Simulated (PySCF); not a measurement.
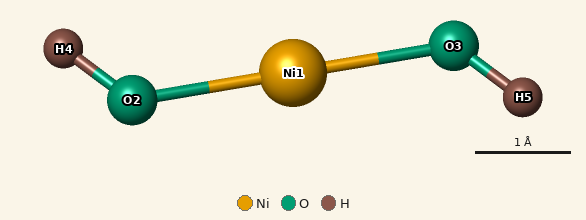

**Figure 1.** The structure (ball-and-stick view, seen at a tilt; atoms are numbered from 1 in the order of the input). Sticks mark near contacts.

Run report: NiH2O2, frequency calculation

NiH2O2, multiplicity 3, computed with UKS-based PBE0, Ni def2-TZVP, O def2-TZVP, H def2-TZVP; non-relativistic Hamiltonian; density fitting (PySCF 2.14.0).

**Log**
```
init E= -1659.67419688827
  alpha nocc = 24  HOMO = -0.298587994031761  LUMO = 0.0112228842846633
  beta  nocc = 22  HOMO = -0.307929311792836  LUMO = -0.11668537233132
  HOMO = -0.298587994032  LUMO = -0.116685372331  gap/eV = 4.94982
cycle= 1 E= -1659.67419688827  delta_E= -1.36e-12  |g|= 3.69e-06  |ddm|= 3.59e-06
  alpha nocc = 24  HOMO = -0.29858799947978  LUMO = 0.0112230527504806
  beta  nocc = 22  HOMO = -0.3079294579202  LUMO = -0.116684870311965
  HOMO = -0.29858799948  LUMO = -0.116684870312  gap/eV = 4.94984
Extra cycle  E= -1659.67419688824  delta_E= 2.5e-11  |g|= 8.41e-06  |ddm|= 5.71e-06
converged SCF energy = -1659.67419688824  <S^2> = 2.0074573  2S+1 = 3.0049674
```

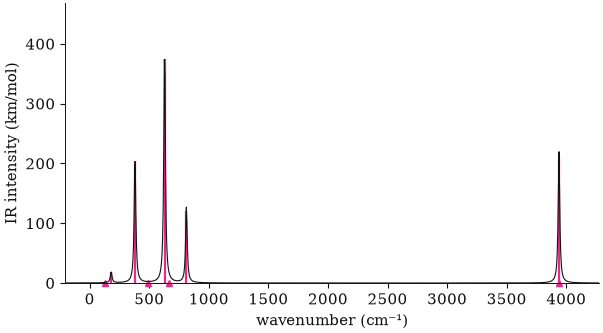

**Figure 2.** Harmonic infrared spectrum, unscaled: sticks (degenerate modes added up, dark ones marked on the axis) with a Lorentzian envelope of 16 cm⁻¹ full width, scaled to the tallest stick. 9 modes from 131 to 3941 cm⁻¹, none imaginary. The strongest line is at 629 cm⁻¹ (374 km/mol). All modes, in cm⁻¹ (km/mol): 131 (0.5), 181 (18.2), 380 (204), 488 (0.0), 629 (374), 665 (0.0), 812 (121), 3939 (209), 3941 (0.0).

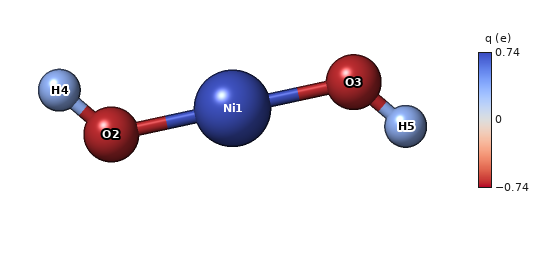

**Figure 3.** Mulliken charges, as the colour of each atom (ball-and-stick view, seen on its broad side; atoms are numbered from 1 in the order of the input; Mulliken charges depend strongly on the basis). By element: Ni +0.71, O −0.68 and H +0.33 e.

This output came from the following input.

**The input**
```python
from pyscf import gto, scf, dft
mol = gto.M(atom='''
Ni     0.000000     0.000000     0.000000
O      1.730973    -0.052146     0.000000
O     -1.730973     0.052146     0.000000
H      2.286334    -0.830447     0.000000
H     -2.286334     0.830447     0.000000''',
    basis={'Ni': 'def2-TZVP', 'O': 'def2-TZVP', 'H': 'def2-TZVP'},
    charge=0, spin=2)
mf = dft.UKS(mol, xc='PBE0')
mf.grids.atom_grid = (75, 302)
aux = {'Ni': 'def2-universal-JKFIT', 'O': 'def2-universal-JKFIT', 'H': 'def2-universal-JKFIT'}
mf = mf.density_fit(auxbasis=aux)
mf.conv_tol = 1e-09
mf.diis_space = 10
mf.max_cycle = 60
mf.verbose = 4
mf.kernel()
```

The script is an equivalent of the set-up of the self-consistent field. The run itself was carried out by a driver, which started from the orbitals of the step before it where there was one and computed the further properties.

Launch command:
```bash
OMP_NUM_THREADS=4 python axn.py task.json out
```

**Key numbers**

```csv
quantity,value
outcome,converged
total energy,−1659.674197 hartree
⟨S²⟩,2.007
zero-point energy,0.025438 hartree
dipole moment,0.00 D
"wavenumbers, lowest and highest",131 and 3941 cm⁻¹
hardware,"4 threads of Arm Neoverse V2, 112 GiB of memory available, shared host"
wall time,67 s (CPU time 3.5 min)
peak memory,1.5 GiB
```
